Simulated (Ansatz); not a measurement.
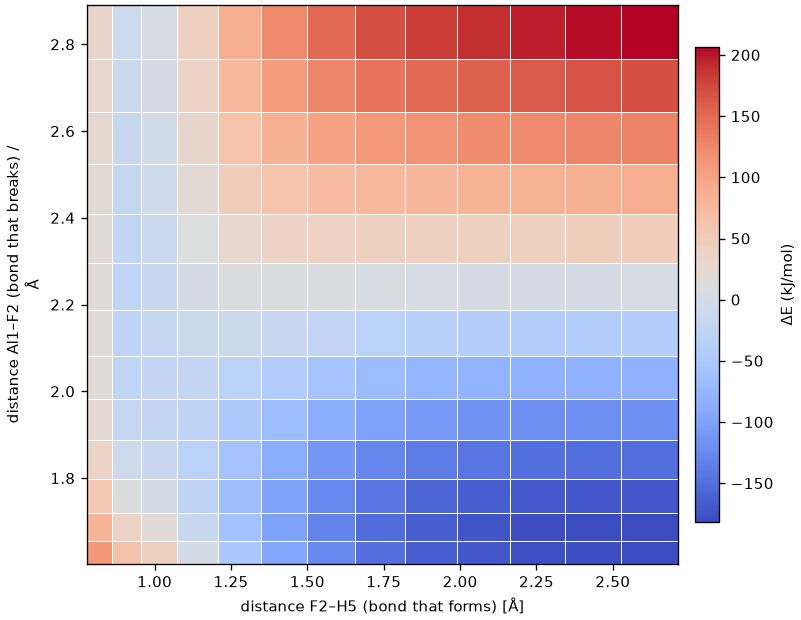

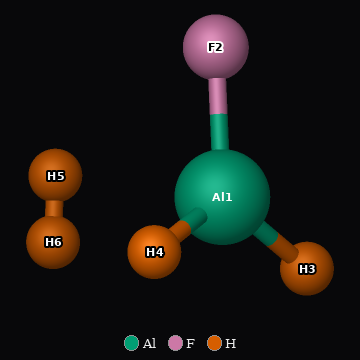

Energy landscape of the reacting system AlFH4 (fragments AlFH₂ + H₂ where the first distance is long, AlH₃ + FH where the second is long). 
- First axis: distance F2–H5 (bond that forms). Second axis: distance Al1–F2 (bond that breaks).
- Relaxed at each point: all other coordinates.
- The grid has 13 × 13 points.
- Points are written as (first, second).
- Energies: kJ/mol, counted from a guessed transition structure relaxed with its forming and breaking bonds held.
- Energies and slopes of some neighbouring points disagree (a jump in structure or state, or too coarse a mesh). The reference is spin-restricted, so regions where a bond is pulled apart into radicals are unreliable.
- Theory: Ansatz 0.2.0, RHF-MP2, frozen core/def2-TZVP.

The picture shows one coloured cell a grid point. The second picture is the structure at the lowest point.

> Summarise what can be read from the map.

The lowest grid point is at (2.619 Å, 1.683 Å), −182 kJ/mol from a guessed transition structure relaxed with its forming and breaking bonds held. It lies in a valley that leaves the map towards separated partners. Other grid points that lie below all their neighbours: (0.900 Å, 2.134 Å) (155 kJ/mol higher). The highest grid point, (2.619 Å, 2.829 Å), lies 388 kJ/mol above the lowest.

Time for the 169 points that were run: 17 min on 1 thread of Arm Neoverse V2 (shared host).
